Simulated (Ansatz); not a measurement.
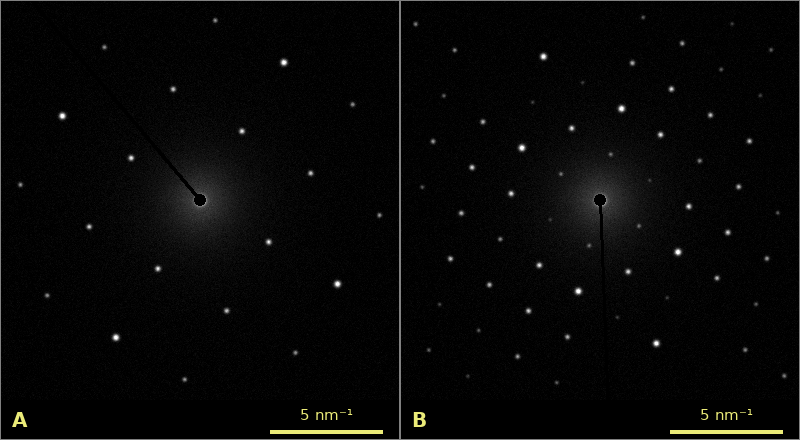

Kinematic electron diffraction patterns (200 kV, B = 0.5 Å², same scale, each along a low-index zone) of two structures of composition Hg2Ir, each relaxed at zero pressure with Ansatz, DFT PBE, scalar-relativistic, plane waves, PAW.

The structures (standard cells):
1. Imma (No. 74), a = 4.978 Å, b = 5.768 Å, c = 8.300 Å, 12 atoms; generated start, possibly hypothetical
2. Fd-3m (No. 227), a = 7.800 Å, 24 atoms; generated start, possibly hypothetical

> Which pattern belongs to which structure, and along which zone?

A is structure 2 along [001] or an equivalent direction: square net of 2 -2 0 at d = 2.76 Å and 2 2 0 at d = 2.76 Å, 90.0° apart (some points of this net are extinct or too weak to see). B is structure 1 along [100]: centred rectangular net of 0 1 -1 at d = 4.74 Å and 0 1 1 at d = 4.74 Å, 69.6° apart (some points of this net are extinct or too weak to see).

> Which structure lies lowest at this level of theory, and by how much?

Structure 1 (Imma, 19.86 Å³ an atom) is the lowest of these; structure 2 (Fd-3m, 19.78 Å³ an atom) lies about 580 meV an atom higher. These are static energies at 0 K; other structures, not shown, may lie lower still.
